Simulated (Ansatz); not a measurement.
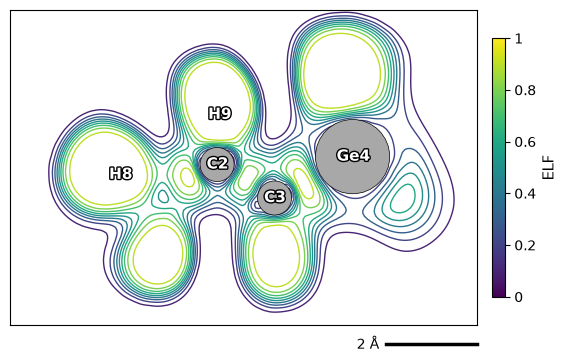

Figure. C3H8GeO. Electron localisation function on the plane of atoms C3, C2 and H9. Grey discs cover the atomic cores.

Geometry: PBE0-D3(BJ)/def2-SVP.

Level of theory: isolated molecule in a Gaussian basis; Kohn-Sham density functional theory, functional PBE0 in Ansatz 0.2.0.

| atom | x (Å) | y (Å) | z (Å) |
| --- | --- | --- | --- |
| C | -1.7637 | 0.4382 | 2.7902 |
| C | -1.0829 | -0.7972 | 2.2836 |
| C | -1.7162 | -1.6944 | 1.3052 |
| Ge | -1.2507 | -3.5898 | 1.1910 |
| O | -0.6803 | -0.7915 | 0.9325 |
| H | -2.2981 | 0.2314 | 3.7302 |
| H | -2.4838 | 0.8146 | 2.0495 |
| H | -1.0268 | 1.2320 | 2.9874 |
| H | -0.3421 | -1.2386 | 2.9680 |
| H | -2.7151 | -1.4013 | 0.9470 |
| H | -2.3368 | -4.4491 | 1.8669 |
| H | 0.0974 | -3.7971 | 1.9020 |
| H | -1.1249 | -4.0037 | -0.2852 |

### What do the fields say about this system?

- The section cuts through C, Ge and H sites.
- C–C (1.47 Å): the ELF peaks at about 0.85 between the atoms: localised, covalent bonding.
- C–Ge (1.96 Å): the ELF peaks at about 0.95 in the valence shell of C, 0.7 Å from its nucleus, and is about 0.70 at the midpoint.
- C–H (1.10 Å): the ELF climbs to about 1 towards the hydrogen, as it does in any bond to H; an ordinary covalent bond to hydrogen.
